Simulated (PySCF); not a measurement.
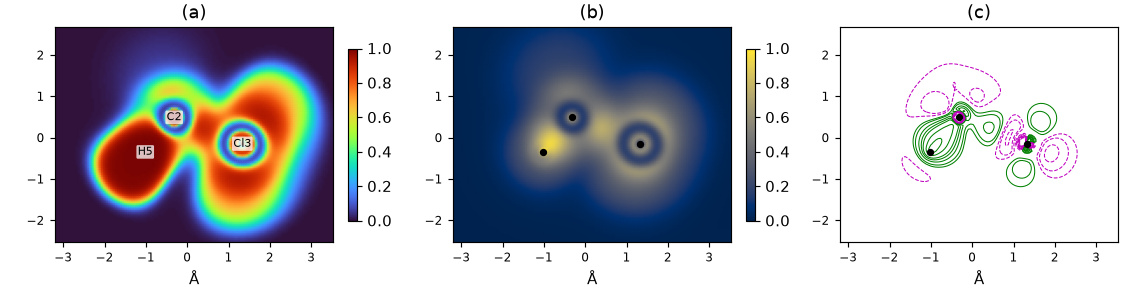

*CHCl3, SMILES `ClC(Cl)Cl`. Three fields in the plane of C2, Cl3 and H5. (c): solid green lines positive, dashed magenta lines negative.*

Method: B3LYP/def2-SVPD; geometry: GFN2-xTB; program: PySCF. No frequency check shows the geometry to be a minimum. GFN2-xTB bond lengths at metals and heavier atoms can be off by up to 0.1 Å and shapes distorted, which carries into these values.

Input

```python
import numpy as np
from pyscf import gto, scf, dft
from pyscf.scf import atom_ks, atom_hf
from scipy.linalg import block_diag

def solve(mol, dm0=None, hcore=None):
    mf = (dft.UKS if mol.spin else dft.RKS)(mol, xc='b3lyp')
    mf.grids.level = 3
    mf = mf.density_fit(auxbasis='def2-universal-jkfit')
    mf.conv_tol, mf.max_cycle = 1e-8, 80
    if hcore is not None:
        mf.get_hcore = lambda *args: hcore
    mf.kernel(dm0)
    if not mf.converged:
        mf = mf.newton().run(mf.mo_coeff, mf.mo_occ, max_cycle=30)
    assert mf.converged, 'SCF not converged'
    return mf

mol = gto.M(atom='''
Cl     1.61831    -0.43393     0.08743
C      0.00005    -0.00009    -0.48107
Cl    -1.18498    -1.18449     0.08743
Cl    -0.43335     1.61845     0.08742
H     -0.00003    -0.00003    -1.57242
''', basis='def2-svpd', charge=0, spin=0, verbose=4)
mf = solve(mol)
mf.analyze()
# spherically averaged free atoms, for the promolecule
atm = atom_ks.get_atm_nrks(mol, xc='b3lyp')
pro = block_diag(*[(atm[a[0]][2] * atm[a[0]][3]) @ atm[a[0]][2].T for a in mol._atom])
np.savez('result.npz', e=mf.e_tot, c=mf.mo_coeff, occ=mf.mo_occ, eps=mf.mo_energy, pro=pro, dip=mf.dip_moment(verbose=0), s2=mf.spin_square()[0])
```

Command:

```sh
OMP_NUM_THREADS=1 python input.py
```

The run took 5.2 s on 1 thread of Intel(R) Xeon(R) 6975P-C (Granite Rapids) (shared host), peak memory 0.42 GiB.

Partitions, critical points and surface values were worked out afterwards from this run's density.

The panels show, in some order, the electron localisation function (ELF), deformation density and localised orbital locator (LOL). Which is which?

Answer. (a) is the electron localisation function (ELF): it runs from 0 to 1 and is close to 1 over wide basins that fill the valence regions. (b) is the localised orbital locator (LOL): it runs from 0 to 1, peaks where electrons are localised, as in bonds, and fades smoothly outside. (c) is the deformation density: it has both signs, with gains where valence electrons gather and losses around them.
